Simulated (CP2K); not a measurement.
# SiCl4 (silicon tetrachloride): MP2/cc-pVDZ

What is the energy change on altering one bond length of SiCl4 (silicon tetrachloride) at MP2/cc-pVDZ? 

The results are computed with CP2K 2026.2.

2 further runs of the same task are left out: 1 that didn't finish, 1 set aside as unsound or not needed.

## Step 1: The molecule

SiCl4: 5 atoms, total charge 0, spin state singlet. SMILES: `Cl[Si](Cl)(Cl)Cl`. The coordinates come from a PBE0-D4/def2-TZVP relaxation.

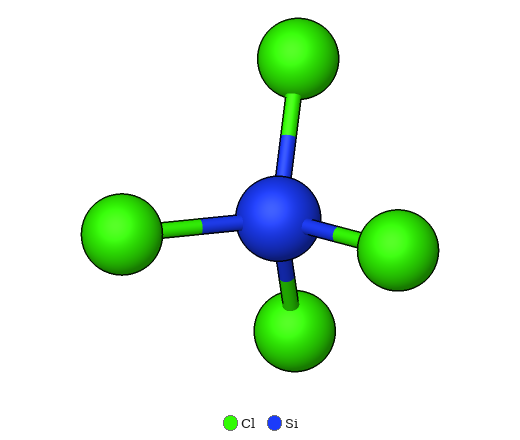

The structure, seen from a chosen angle (chlorine green, silicon blue).

## Step 2: A single-point energy at MP2/cc-pVDZ

gas.inp

```
&FORCE_EVAL
  METHOD Quickstep
  &DFT
    BASIS_SET_FILE_NAME ./cc_pvdz.basis
    POTENTIAL_FILE_NAME POTENTIAL
    &QS
      METHOD GAPW
      EPS_DEFAULT 1.0E-10
    &END QS
    # real-space grids
    &MGRID
      CUTOFF 280
      REL_CUTOFF 50
      NGRIDS 4
    &END MGRID
    # no periodic images
    &POISSON
      PERIODIC NONE
      POISSON_SOLVER MULTIPOLE
    &END POISSON
    # self-consistent field
    &SCF
      SCF_GUESS ATOMIC
      EPS_SCF 1.0E-06
      MAX_SCF 30
      &OT
        MINIMIZER DIIS
        PRECONDITIONER FULL_ALL
      &END OT
      &OUTER_SCF
        EPS_SCF 1.0E-06
        MAX_SCF 8
      &END OUTER_SCF
    &END SCF
    # exchange and correlation
    &XC
      &XC_FUNCTIONAL NONE
      &END XC_FUNCTIONAL
      &HF
        FRACTION 1
        &SCREENING
          EPS_SCHWARZ 1.0E-10
        &END SCREENING
        &MEMORY
          MAX_MEMORY 1050
        &END MEMORY
      &END HF
      &WF_CORRELATION
        &MP2
          METHOD DIRECT_CANONICAL
        &END MP2
        MEMORY 900
      &END WF_CORRELATION
    &END XC
    &PRINT
      &MOMENTS
        PERIODIC F
        REFERENCE COM
        MAX_MOMENT 1
      &END MOMENTS
      &MO_CUBES
        NLUMO 1
        NHOMO -1
        WRITE_CUBE F
      &END MO_CUBES
      &LOWDIN ON
      &END LOWDIN
      &HIRSHFELD OFF
      &END HIRSHFELD
    &END PRINT
  &END DFT
  # atoms, cell and kinds
  &SUBSYS
    # box in angstrom
    &CELL
      ABC 9.9 10.1 10.2
      PERIODIC NONE
    &END CELL
    &COORD
      UNIT bohr
      Cl    -1.8190504    -0.1655400     3.3302643
      Si     0.0188973    -0.0277790    -0.0156847
      Cl     3.1282526    -2.2410262     0.1475876
      Cl    -2.2905370    -1.2791556    -2.7894247
      Cl     1.0569238     3.5742280    -0.7511661
    &END COORD
    &TOPOLOGY
      &CENTER_COORDINATES
      &END CENTER_COORDINATES
    &END TOPOLOGY
    &KIND Cl
      BASIS_SET cc-pVDZ
      POTENTIAL ALL
      LEBEDEV_GRID 194
      RADIAL_GRID 100
    &END KIND
    &KIND Si
      BASIS_SET cc-pVDZ
      POTENTIAL ALL
      LEBEDEV_GRID 194
      RADIAL_GRID 100
    &END KIND
  &END SUBSYS
&END FORCE_EVAL
&GLOBAL
  PROJECT gas
  RUN_TYPE ENERGY
  PRINT_LEVEL MEDIUM
&END GLOBAL
```

The run is started by

```bash
$ OMP_NUM_THREADS=1 cp2k.psmp gas.inp > gas.out
```

The log of the run (excerpt; [...] marks lines left out):

```text
CP2K| version string:                                       CP2K version 2026.2
[...]
 GLOBAL| Method name                                                        CP2K
[...]
 GLOBAL| Run type                                                         ENERGY
[...]
 DFT| Spin restricted Kohn-Sham (RKS) calculation                            RKS
 DFT| Multiplicity                                                             1
[...]
 DFT| Charge                                                                   0
[...]
 QS| Method:                                                                GAPW
[...]
 QS| Density cutoff [a.u.]:                                                140.0
[...]
 QS| Relative density cutoff [a.u.]:                                        25.0
[...]
                             - Atoms:                                          5
[...]
                             - Spherical basis functions:                     90
[...]
 Number of electrons:                                                         82
[...]
     1 OT DIIS     0.15E+00   38.6     0.29485766     -2087.8257098398 -2.09E+03
[...]
     6 OT DIIS     0.15E+00    0.5     0.00000039     -2127.1500977490 -2.09E-10
  *** SCF run converged in     6 steps ***
[...]
  Overlap energy of the core charge distribution:               0.00000005303644
  Self energy of the core charge distribution:               -921.03011283156457
  Core Hamiltonian energy:                                  -1224.62676917564932
  Hartree energy:                                             147.43802506860794
  Exchange-correlation energy:                                  0.00000000000000
  Hartree-Fock Exchange energy:                              -130.82955246583415
[...]
                     Mulliken Population Analysis
 #  Atom  Element  Kind  Atomic population                           Net charge
       1     Cl       1         17.217710                             -0.217710
       2     Si       2         13.128579                              0.871421
       3     Cl       1         17.218011                             -0.218011
       4     Cl       1         17.218504                             -0.218504
       5     Cl       1         17.217196                             -0.217196
 # Total charge                             82.000000                  0.000000
[...]
  Dipole moment [Debye]
    X=  0.4687847E-02 Y=  0.1187892E-01 Z=  0.5573324E-02  Total=      0.0139337
[...]
 HOMO - LUMO gap [eV] :   16.492461
[...]
 ENERGY| Total FORCE_EVAL ( QS ) energy [hartree]          -2127.804405962618148
[...]
```

It took 1.9 min on 1 thread of Arm Neoverse N1, shared host; peak memory 0.66 GiB.

## Step 3: The distorted shape at the same level

molecule.xyz

```xyz
5

Cl    -1.621766    -2.374939     2.229344
Si    -0.649166    -2.302039     0.458744
Cl     0.996234    -3.473239     0.545144
Cl    -1.871266    -2.964239    -1.009056
Cl     0.559300     1.891400    -0.397500
```

mol.inp

```
&GLOBAL
  PROJECT mol
  RUN_TYPE ENERGY
  PRINT_LEVEL MEDIUM
&END

&FORCE_EVAL
  METHOD Quickstep
  &DFT
    BASIS_SET_FILE_NAME ./cc_pvdz.basis
    POTENTIAL_FILE_NAME POTENTIAL
    &QS
      METHOD GAPW
      EPS_DEFAULT 1.0E-10
    &END
    &MGRID
      CUTOFF 280
      REL_CUTOFF 50
      NGRIDS 4
    &END
    &POISSON
      PERIODIC NONE
      POISSON_SOLVER MULTIPOLE
    &END
    &SCF
      SCF_GUESS ATOMIC
      EPS_SCF 1.0E-07
      MAX_SCF 150
      ADDED_MOS 3
      &DIAGONALIZATION
        ALGORITHM STANDARD
      &END
      &MIXING
        METHOD DIRECT_P_MIXING
        ALPHA 0.4
      &END
    &END
    &XC
      &XC_FUNCTIONAL NONE
      &END
      &HF
        FRACTION 1
        &SCREENING
          EPS_SCHWARZ 1.0E-10
        &END
        &MEMORY
          MAX_MEMORY 1050
        &END
      &END
      &WF_CORRELATION
        &MP2
          METHOD DIRECT_CANONICAL
        &END
        MEMORY 900
      &END
    &END
    &PRINT
      &MOMENTS
        PERIODIC F
        REFERENCE COM
        MAX_MOMENT 1
      &END
      &MO ON
        ENERGIES T
        OCCUPATION_NUMBERS T
        NDIGITS 6
        &EACH
          QS_SCF 0
        &END
        ADD_LAST NUMERIC
      &END
      &LOWDIN ON
      &END
      &HIRSHFELD OFF
      &END
    &END
  &END
  &SUBSYS
    &CELL
      ABC 9.9 12.4 10.2
      PERIODIC NONE
    &END
    &TOPOLOGY
      COORD_FILE_NAME molecule.xyz
      COORD_FILE_FORMAT XYZ
      &CENTER_COORDINATES
      &END
    &END
    &KIND Cl
      BASIS_SET cc-pVDZ
      POTENTIAL ALL
      LEBEDEV_GRID 194
      RADIAL_GRID 100
    &END
    &KIND Si
      BASIS_SET cc-pVDZ
      POTENTIAL ALL
      LEBEDEV_GRID 194
      RADIAL_GRID 100
    &END
  &END
&END
```

The run is started by

```bash
$ OMP_NUM_THREADS=1 cp2k.psmp mol.inp > mol.out
```

The log of the run (excerpt; [...] marks lines left out):

```text
CP2K| version string:                                       CP2K version 2026.2
[...]
 GLOBAL| Method name                                                        CP2K
[...]
 GLOBAL| Run type                                                         ENERGY
[...]
 DFT| Spin restricted Kohn-Sham (RKS) calculation                            RKS
 DFT| Multiplicity                                                             1
[...]
 DFT| Charge                                                                   0
[...]
 QS| Method:                                                                GAPW
[...]
 QS| Density cutoff [a.u.]:                                                140.0
[...]
 QS| Relative density cutoff [a.u.]:                                        25.0
[...]
                             - Atoms:                                          5
[...]
                             - Spherical basis functions:                     90
[...]
 Number of electrons:                                                         82
[...]
     1 P_Mix/Diag. 0.40E+00   32.2     1.05053351     -2127.3653334852 -2.13E+03
[...]
    27 DIIS/Diag.  0.36E-07    0.6     0.00000006     -2126.9211547078  9.09E-13
  *** SCF run converged in    27 steps ***
[...]
  Overlap energy of the core charge distribution:               0.00000003977720
  Self energy of the core charge distribution:               -921.03011283156457
  Core Hamiltonian energy:                                  -1224.96250191136323
  Hartree energy:                                             147.80507245325273
  Exchange-correlation energy:                                  0.00000000000000
  Hartree-Fock Exchange energy:                              -130.57564567463888
[...]
                     Mulliken Population Analysis
 #  Atom  Element  Kind  Atomic population                           Net charge
       1     Cl       1         17.105378                             -0.105378
       2     Si       2         13.121136                              0.878864
       3     Cl       1         17.103504                             -0.103504
       4     Cl       1         17.105954                             -0.105954
       5     Cl       1         17.564028                             -0.564028
 # Total charge                             82.000000                 -0.000000
[...]
 ENERGY| Total FORCE_EVAL ( QS ) energy [hartree]          -2127.608319326704532
[...]
```

Wall time 95 s (1 thread of Arm Neoverse N1, shared host); peak memory 0.71 GiB.

## Step 4: What came out

Level: MP2/cc-pVDZ.

```
                                                                quantity           value
                                               first shape: total energy  -2127.80441 Eh
    first shape: dipole moment (of the density that the program reports)          0.01 D
                        first shape: HOMO energy (Hartree–Fock orbitals)       -12.86 eV
                        first shape: LUMO energy (Hartree–Fock orbitals)         3.63 eV
                      first shape: HOMO–LUMO gap (Hartree–Fock orbitals)        16.49 eV
                                         first shape: correlation energy      -654.3 mEh
                                           distorted shape: total energy  -2127.60832 Eh
distorted shape: dipole moment (of the density that the program reports)         11.28 D
                    distorted shape: HOMO energy (Hartree–Fock orbitals)        -8.32 eV
                    distorted shape: LUMO energy (Hartree–Fock orbitals)        -3.78 eV
                  distorted shape: HOMO–LUMO gap (Hartree–Fock orbitals)         4.54 eV
                                     distorted shape: correlation energy      -687.2 mEh
     energy change with the Si2–Cl5 bond stretched from 2.021 to 4.447 Å        5.336 eV
```

In words: One bond (distorted shape) is far stretched, which a spin-restricted single reference describes badly; perturbation theory on it can break down and give far too much correlation. With the Si2–Cl5 bond stretched from 2.021 to 4.447 Å the energy rises by 5.34 eV (123 kcal/mol). The first shape isn't relaxed at this level, so the change isn't measured from a minimum. A restricted reference can't describe the breaking bond well at this length.
